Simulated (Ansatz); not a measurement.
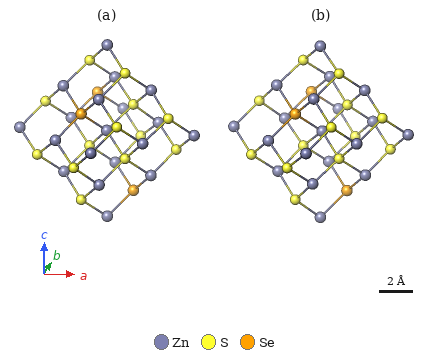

The structure of a crystal of Zn$_{32}$S$_{26}$Se$_{6}$ (a generated structure, set up in P1) before (left) and after (right) a relaxation, at one scale.

Style: ball-and-stick. Shown: the atoms within 5.8 Å of the atom that moves most (axes of the cell of the calculation), slightly off an axis.

Method: Ansatz, DFT, PBEsol, PAW, plane waves. Set-up: plane-wave cutoff 420 eV; k-point mesh 1 × 1 × 1; mesh shifted by (0.25, 0.25, 0.25); no spin polarisation; cell relaxed at fixed shape; force threshold 0.03 eV/Å; at most 80 steps.

Q: Summarise the run.

A: After 3 geometry steps the energy has fallen by 14.1 meV per atom. The largest force component goes from 0.85 to 0.027 eV/Å. The pressure goes from 0.24 to −0.03 GPa. The largest moves, 0.11 Å, are those of Zn atoms. Largest moves by element: Zn 0.11 Å, S 0.06 Å, Se 0.05 Å. The cell stays as it was. Among the contacts that change: Se–Zn 2.314 → 2.425 Å, Se–Zn 2.336 → 2.426 Å, S–Zn 2.399 → 2.332 Å, S–Zn 2.382 → 2.321 Å. Bond angles that change, for instance: S–Zn–Se 110.9° → 107.1°, Zn–S–Zn 111.3° → 108.0°, Zn–S–Zn 107.0° → 110.1°. The space group (tolerance 0.01 Å) goes from P1 (No. 1) to P2 (No. 3). Cost: 6.7 s on 1 × NVIDIA GB300 Max-Q with 8 threads of Arm Neoverse-V2, peak memory 2 GiB.
